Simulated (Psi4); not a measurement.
# C2H7AlO (SMILES C[CH2][AlH][OH]): HF/STO-3G

Aim: the energy change on altering one bond length of C2H7AlO at HF/STO-3G, from 2 runs. 

Program for the calculation: Psi4 1.11.

5 further runs of the same task are left out: 4 that didn't finish, 1 set aside as unsound or not needed. Runs told in other sessions of the task aren't counted.

## 1. The structure to begin with

C2H7AlO: 11 atoms, total charge 0, spin state singlet. SMILES: `C[CH2][AlH][OH]`. The coordinates come from a PBE0-D4/def2-TZVP relaxation. This is one conformer, not always the lowest.

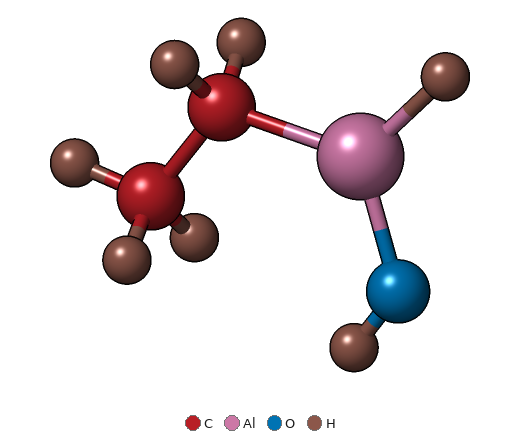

Viewed from a chosen angle; carbon red, aluminium pink, oxygen blue, hydrogen brown.

## 2. A single-point energy at HF/STO-3G

c2h7alo.xyz

```xyz
11
C2H7AlO
C     -1.111600     0.829400     0.106400
C      0.175900     0.388000     0.802000
Al     1.254500    -0.947900    -0.137800
O      0.762600    -1.576800    -1.639300
H     -1.791000    -0.011900    -0.058700
H     -1.662600     1.575000     0.687600
H     -0.910600     1.273300    -0.872900
H     -0.049300    -0.010000     1.800700
H      0.818800     1.256800     0.997900
H      2.622300    -1.522700     0.412400
H     -0.043800    -1.310100    -2.077800
```

calc.py

```python
import psi4

psi4.set_memory(2200000000)
psi4.set_num_threads(1)
psi4.set_output_file('psi4.out', False)

with open('c2h7alo.xyz') as f:
    atoms = ''.join(f.readlines()[2:])
molecule = psi4.geometry('0 1\n' + atoms + 'symmetry c1\nno_reorient\nno_com')

psi4.set_options({
    'basis': 'STO-3G',
    'puream': True,
    'e_convergence': 1e-09,
    'd_convergence': 1e-08,
    'scf_type': 'pk',
})

energy_value, wavefunction = psi4.energy("scf", molecule=molecule, return_wfn=True)
print('E =', round(energy_value, 9))
for k, v in sorted(psi4.core.scalar_variables().items()):
    print(f'{k:45s} {v:18.10f}')
```

The run is started by

```
$ python calc.py
```

psi4.out (excerpt; [...] marks lines left out):

```text
[...]
  Running in c1 symmetry.
[...]
  Nuclear repulsion =  154.697806134129877
[...]
  Multiplicity = 1
[...]
  Nalpha       = 20
  Nbeta        = 20
[...]
    Number of basis functions: 31
[...]
   @RHF iter   1:  -391.70700773872591   -3.68002e+00   9.99689e-03 ADIIS/DIIS
[...]
   @RHF iter  10:  -391.78311276392304   -3.06954e-12   9.50851e-09 DIIS
[...]
    Orbital Energies [Eh]
    ---------------------
    Doubly Occupied:
       1A    -57.800836     2A    -20.115065     3A    -11.026379
       4A    -10.957281     5A     -4.728006     6A     -2.956900
       7A     -2.956125     8A     -2.954947     9A     -1.176589
      10A     -0.957596    11A     -0.781321    12A     -0.554966
      13A     -0.550348    14A     -0.531642    15A     -0.460905
      16A     -0.440178    17A     -0.413603    18A     -0.355037
      19A     -0.329750    20A     -0.296925
[...]
  @RHF Final Energy:  -391.78311276392304
   => Energetics <=
    Nuclear Repulsion Energy =            154.6978061341298769
    One-Electron Energy =                -852.2730403002127559
    Two-Electron Energy =                 305.7921214021598075
    Total Energy =                       -391.7831127639230431
[...]
 Multipole Moments:
 ------------------------------------------------------------------------------------
     Multipole            Electronic (a.u.)      Nuclear  (a.u.)        Total (a.u.)
 ------------------------------------------------------------------------------------
 L = 1.  Multiply by 2.5417464519 to convert [e a0] to [Debye]
 Dipole X            :        -30.0287074           29.8177996           -0.2109079
 Dipole Y            :         31.2013837          -30.9580603            0.2433234
 Dipole Z            :         16.3471614          -16.1877719            0.1593894
 Magnitude           :                                                    0.3592957
[...]
```

Standard output:

```text
E = -391.783112764
CURRENT ENERGY                                   -391.7831127639
CURRENT REFERENCE ENERGY                         -391.7831127639
DD SOLVATION ENERGY                                 0.0000000000
HF KINETIC ENERGY                                 387.4910187590
HF POTENTIAL ENERGY                              -779.2741315229
HF TOTAL ENERGY                                  -391.7831127639
HF VIRIAL RATIO                                     2.0110766284
NUCLEAR REPULSION ENERGY                          154.6978061341
ONE-ELECTRON ENERGY                              -852.2730403002
PCM POLARIZATION ENERGY                             0.0000000000
PE ENERGY                                           0.0000000000
SCF ITERATION ENERGY                             -391.7831127639
SCF ITERATIONS                                     10.0000000000
SCF TOTAL ENERGY                                 -391.7831127639
TWO-ELECTRON ENERGY                               305.7921214022
```

It took 3.6 s on 1 thread of Intel Xeon Platinum 8175M at 2.50GHz (Skylake/Cascade Lake), shared host; peak memory 0.18 GiB.

## 3. The distorted shape: energy and forces at HF/STO-3G

c2h7alo.inp

```
memory 2.2 GB

molecule mol {
  0 1
  C
  C 1 R2
  Al 2 R3 1 A3
  O 3 R4 2 A4 1 D4
  H 1 R5 2 A5 3 D5
  H 1 R6 5 A6 2 D6
  H 1 R7 5 A7 6 D7
  H 2 R8 3 A8 4 D8
  H 2 R9 8 A9 3 D9
  H 3 R10 4 A10 2 D10
  H 4 R11 3 A11 10 D11

  R2 = 1.9871
  R3 = 1.957353
  A3 = 116.27952
  R4 = 1.700583
  A4 = 121.12693
  D4 = -0.38562
  R5 = 1.093905
  A5 = 111.69953
  D5 = 59.81955
  R6 = 1.094218
  A6 = 106.94593
  D6 = -123.22362
  R7 = 1.093836
  A7 = 106.92451
  D7 = -114.28607
  R8 = 1.098417
  A8 = 107.59157
  D8 = 123.74166
  R9 = 1.098413
  A9 = 104.14862
  D9 = -114.05817
  R10 = 1.582401
  A10 = 115.00439
  D10 = -179.94686
  R11 = 0.955872
  A11 = 123.08474
  D11 = -179.94909
  symmetry c1
  no_reorient
  no_com
}

set basis STO-3G
set puream true
set e_convergence 1e-09
set d_convergence 1e-08
set scf_type pk

e, wfn = gradient("scf", return_wfn=True)
oeprop(wfn, "QUADRUPOLE", "MULLIKEN_CHARGES", "MAYER_INDICES")
```

The run is started by

```
$ psi4 c2h7alo.inp c2h7alo.out -n 1
```

c2h7alo.out (excerpt; [...] marks lines left out):

```text
[...]
  Running in c1 symmetry.
[...]
  Nuclear repulsion =  147.506351221950013
[...]
  Multiplicity = 1
[...]
  Nalpha       = 20
  Nbeta        = 20
[...]
    Number of basis functions: 31
[...]
   @RHF iter   1:  -391.62257404417886   -3.89985e+00   9.97715e-03 ADIIS/DIIS
[...]
   @RHF iter  11:  -391.69853913938266   -9.09495e-13   2.05055e-09 DIIS
[...]
  @RHF Final Energy:  -391.69853913938266
   => Energetics <=
    Nuclear Repulsion Energy =            147.5063512219500126
    One-Electron Energy =                -838.0154283127034205
    Two-Electron Energy =                 298.8105379513707476
    Total Energy =                       -391.6985391393826603
[...]
  -Total Gradient:
     Atom            X                  Y                   Z
    ------   -----------------  -----------------  -----------------
       1        0.000069812588    -0.002363269788    -0.115742327131
       2        0.000013500710     0.019448841084     0.097150288407
       3       -0.000154519475     0.016913920075    -0.001136967452
       4       -0.000366483207    -0.010622486917    -0.058804807760
       5       -0.000584129289    -0.000568607548    -0.011650146023
       6       -0.000006946852     0.001251173688    -0.012013486338
       7        0.000532376663    -0.000541879528    -0.011636296525
       8       -0.001908733909     0.000097661739     0.017258826308
       9        0.001915446791     0.000146817113     0.017244422474
      10        0.000339554064    -0.008599112529     0.047916231379
      11        0.000150121917    -0.015163057386     0.031414262661
[...]
  Mulliken Charges: (a.u.)
   Center  Symbol    Alpha    Beta     Spin     Total
       1     C     3.09611  3.09611  0.00000 -0.19223
       2     C     3.16215  3.16215  0.00000 -0.32429
       3    AL     5.99770  5.99770  0.00000  1.00460
       4     O     4.26992  4.26992  0.00000 -0.53983
       5     H     0.48033  0.48033  0.00000  0.03934
       6     H     0.47672  0.47672  0.00000  0.04656
       7     H     0.48031  0.48031  0.00000  0.03939
       8     H     0.48855  0.48855  0.00000  0.02290
       9     H     0.48850  0.48850  0.00000  0.02300
      10     H     0.63371  0.63371  0.00000 -0.26743
      11     H     0.42600  0.42600  0.00000  0.14800
[...]
```

It took 4.8 s on 1 thread of Intel Xeon Platinum 8175M at 2.50GHz (Skylake/Cascade Lake), shared host; peak memory 0.19 GiB.

## 4. Outcome

At HF/STO-3G:

```
                                                         quantity          value
                                        first shape: total energy  -391.78311 Eh
                                       first shape: dipole moment         0.91 D
                                         first shape: HOMO energy       -8.08 eV
                                         first shape: LUMO energy        9.58 eV
                                       first shape: HOMO–LUMO gap       17.66 eV
                                    distorted shape: total energy  -391.69854 Eh
                                   distorted shape: dipole moment         0.81 D
                                     distorted shape: HOMO energy       -8.11 eV
                                     distorted shape: LUMO energy        9.52 eV
                                   distorted shape: HOMO–LUMO gap       17.63 eV
                        distorted shape: largest force on an atom     5.953 eV/Å
energy change with the C1–C2 bond stretched from 1.529 to 1.987 Å       2.301 eV
```

With the C1–C2 bond stretched from 1.529 to 1.987 Å the energy rises by 2.30 eV (53 kcal/mol). The first shape isn't relaxed at this level, so the change isn't measured from a minimum. The minimal basis adds a large error of its own.
